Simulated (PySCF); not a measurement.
C$_{6}$H$_{8}$, SMILES `C=CC=CC=C`.

Level of theory: ωB97X/6-31+G* (PySCF), at a geometry from GFN2-xTB. No frequency check shows the geometry to be a minimum.

Geometry (Å), atoms numbered from 1:

```
C1       3.0430    0.1668    0.0000
C2       1.8488   -0.4222    0.0000
C3       0.6026    0.2965    0.0000
C4      -0.6026   -0.2965    0.0000
C5      -1.8488    0.4222    0.0000
C6      -3.0430   -0.1668    0.0000
H7       3.9589   -0.3984    0.0000
H8       3.1413    1.2401    0.0000
H9       1.7781   -1.5027    0.0000
H10      0.6676    1.3776    0.0000
H11     -0.6676   -1.3776    0.0000
H12     -1.7781    1.5027    0.0000
H13     -3.9589    0.3984    0.0000
H14     -3.1413   -1.2401    0.0000
```

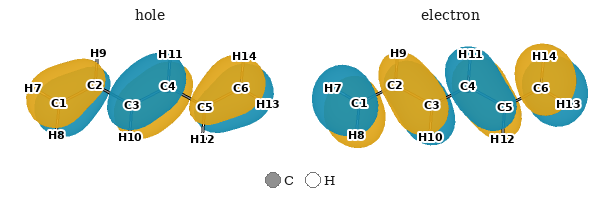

Leading natural transition orbital pair of S₁ (full linear response singlet states); the surfaces enclose about 85 % of each orbital's density.

**Give its energy, strength and character.**

5.08 eV (244 nm), f = 1.173 (bright), π → π*; the leading pair carries 97 %; hole on C1, C3, C4 and C6 (18 % each) and C2 and C5 (9 % each), electron on C1 and C6 (17 % each), C3 and C4 (16 % each) and C2 and C5 (10 % each); their centroids lie 0.0 Å apart. The HOMO–LUMO gap is 8.89 eV.
